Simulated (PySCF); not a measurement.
```xyz
15

C    -3.0330    0.8069   -0.1893
C    -3.0298   -0.4996   -0.3787
S    -1.6546   -1.5864   -0.4368
Si    0.0253   -0.3114   -0.0950
S     1.6971   -1.6522   -0.1268
C     3.0609   -0.4407   -0.3682
C     2.9744    0.6286    0.5777
N     2.8581    1.4782    1.3342
H    -2.1367    1.3819   -0.0378
H    -3.9623    1.3499   -0.1789
H    -3.9429   -1.0547   -0.5286
H     0.2002    0.6301   -1.1950
H    -0.0577    0.3330    1.2055
H     3.9860   -1.0012   -0.2281
H     3.0108   -0.0543   -1.3875
```

Geometry: GFN2-xTB.

Method: B3LYP/def2-SVPD, SCF density, gas phase in PySCF.

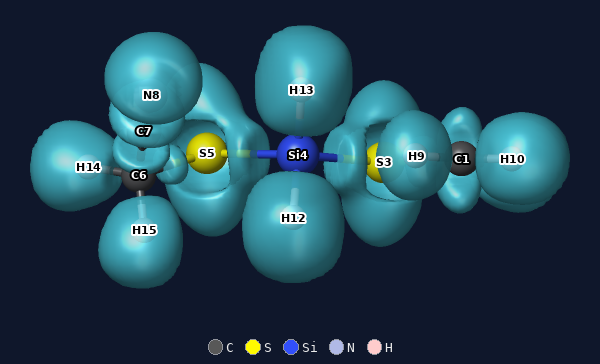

C₄H₇NS₂Si (SMILES C=CS[SiH2]SCC#N). Isosurface of the ELF at 0.8 (cyan), seen from one side. Only the valence region is drawn (cores and ρ < 0.01 e/Å³ removed).

What do the ELF domains correspond to?

Answer. The surface consists of two regions between bonded C–C atoms (shared pairs), one region between bonded C–N atoms (shared pairs), two regions between bonded C–S atoms (shared pairs), seven regions around hydrogen nuclei, two regions on S in which the atom's valence shell and bonds are merged and one lobe on N, pointing away from the bonds (lone pairs). Profiles from the grid: C–N (1.14 Å): the ELF peaks at about 0.85 between the atoms; a short, multiple covalent bond. C–C (1.32 Å): the ELF peaks at about 0.90 between the atoms: a multiple bond.
